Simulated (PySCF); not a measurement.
SMILES COCC(=O)OC at its GFN2-xTB optimised geometry (Å):

```
15

C      1.8483    -1.8066     1.1071
O      2.0029    -1.0336    -0.0641
C      1.4213     0.2350     0.0000
C     -0.1039     0.2350     0.0000
O     -0.8163    -0.7302     0.0067
O     -0.5559     1.4959     0.0000
C     -1.9708     1.6522    -0.0055
H      2.4118    -2.7215     0.9375
H      2.2577    -1.2804     1.9787
H      0.8003    -2.0534     1.2919
H      1.7564     0.7895     0.8920
H      1.7600     0.7759    -0.8880
H     -2.4118     1.1422     0.8531
H     -2.3934     1.2315    -0.9198
H     -2.1573     2.7215     0.0456
```

Calculation: CAM-B3LYP/def2-TZVP run with PySCF 2.14.0. Cells within 0.4 Å of a nucleus heavier than hydrogen are left out (blank, or x).

Map of the electrostatic potential (hartree/e), clipped to [-0.08, 0.12] on the plane z = 0.0 Å:

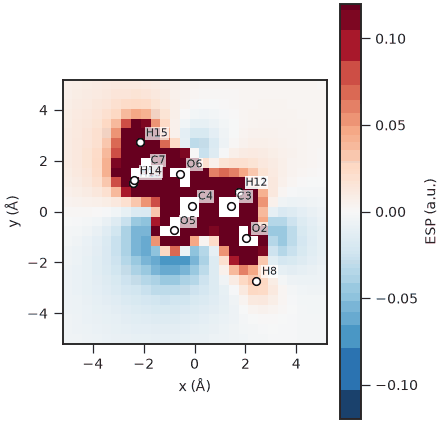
Figure: Electrostatic potential (hartree/e), clipped to [-0.08, 0.12] on the plane z = 0.0 Å.
